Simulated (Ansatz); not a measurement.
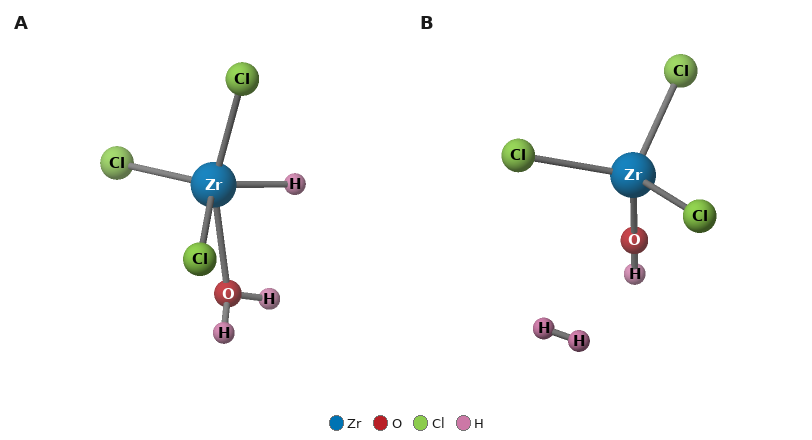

2 stationary structures of one formula. The species is neutral and a spin singlet. Geometries: PBE0-D4/def2-TZVP. Electronic energies: CCSD(T)/CBS (MP2 limit from def2-TZVPP and def2-QZVPP plus CCSD(T) − MP2) (Ansatz 0.2.0), without zero-point energy. Each is one conformer, not always the lowest.

**Rank them by energy, lowest first.**

B is lowest (Cs, a minimum); A lies 96.7 kJ/mol above it (C1, a minimum).

Give E(B) − E(A) in kJ/mol at these levels too: RHF-CCSD(T) (frozen core)/def2-TZVPP; PBE-D4/def2-SVP; SPW92 (LDA)/def2-SVP; PBE-QIDH (frozen core)/def2-TZVPP; B2PLYP (frozen core)/def2-TZVPP; r2SCAN0-D4/def2-TZVPP; ωB97X-V/def2-TZVPP; CCSD(T)/CBS (MP2 limit from def2-TZVPP and def2-QZVPP plus CCSD(T) − MP2).

| level | E(B) − E(A) (kJ/mol) |
| --- | --- |
| RHF-CCSD(T) (frozen core)/def2-TZVPP | −91.8 |
| PBE-D4/def2-SVP | −95.8 |
| SPW92 (LDA)/def2-SVP | −75.6 |
| PBE-QIDH (frozen core)/def2-TZVPP | −91.7 |
| B2PLYP (frozen core)/def2-TZVPP | −102.8 |
| r2SCAN0-D4/def2-TZVPP | −91.9 |
| ωB97X-V/def2-TZVPP | −96.4 |
| CCSD(T)/CBS (MP2 limit from def2-TZVPP and def2-QZVPP plus CCSD(T) − MP2) | −96.7 |
